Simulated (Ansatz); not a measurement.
One crystal and one scan (scan of one atom of the cell) at two levels, PBE (plane waves to 420 eV, PAW, scalar-relativistic; Ansatz, a quantum-chemistry and plane-wave program) and r2SCAN (plane waves to 500 eV, PAW, scalar-relativistic; Ansatz), each from its own relaxed cell and on its own mesh. The cell shown is that of PBE.

Relaxed MoSi₂ (MoSi2 type, space group I4/mmm):

```xyz
3
Lattice="-1.6085 1.6085 3.9366 1.6085 -1.6085 3.9366 1.6085 1.6085 -3.9366" Properties=species:S:1:pos:R:3 pbc="T T T"
Mo     0.0000     0.0000     0.0000
Si     0.0000     0.0000     2.6384
Si     0.0000     0.0000     5.2348
```

Scan: atom 2 (Si, nearest neighbour Si at 2.596 Å; its periodic images, 3.2 Å or more away, move with it) is displaced along Cartesian [111], direction (0.577, 0.577, 0.577) in Cartesian axes, by s. The other atoms stay.

E stands for the smeared free energy. MoSi2 is run without spin polarisation. MoSi2 was relaxed with its symmetry unable to fall. The PAW data are Ansatz's earlier set. (PBE) Left out: 1 of 11 points, with atoms too close for the PAW data. (r2SCAN) Left out: 1 of 11 points, with atoms too close for the PAW data. With partly filled bands, energies and forces of such displacements shift with the k mesh and the smearing. Percentages come from the unrounded values.

| quantity | PBE | r2SCAN | PBE − r2SCAN |
|---|---|---|---|
| Lattice constant a (Å) | 3.217 | 3.202 | +0.015 (+0.5 %) |
| Lattice constant c (Å) | 7.873 | 7.819 | +0.054 (+0.7 %) |
| Relaxed volume (Å³/atom) | 13.58 | 13.36 | +0.22 (+1.6 %) |
| Force constant k = d²E/ds² at s = 0 (finite differences) (eV/Å²) | 9.17 | 9.90 | -0.73 (-7.4 %) |

PBE gives the higher value for: lattice constant a; lattice constant c; relaxed volume. PBE gives the lower value for: force constant k = d²E/ds² at s = 0. Both give the same shape of the curve: a single well with its minimum at or next to zero displacement.

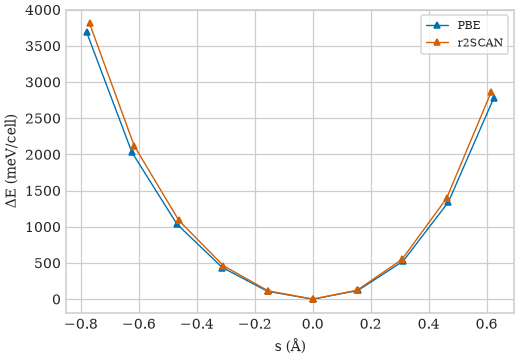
*ΔE, each from the undisplaced structure of its own level.*

(A displaced cell: forces are minus the slopes of the energy, force constants its curvatures, and phonons follow from these.)
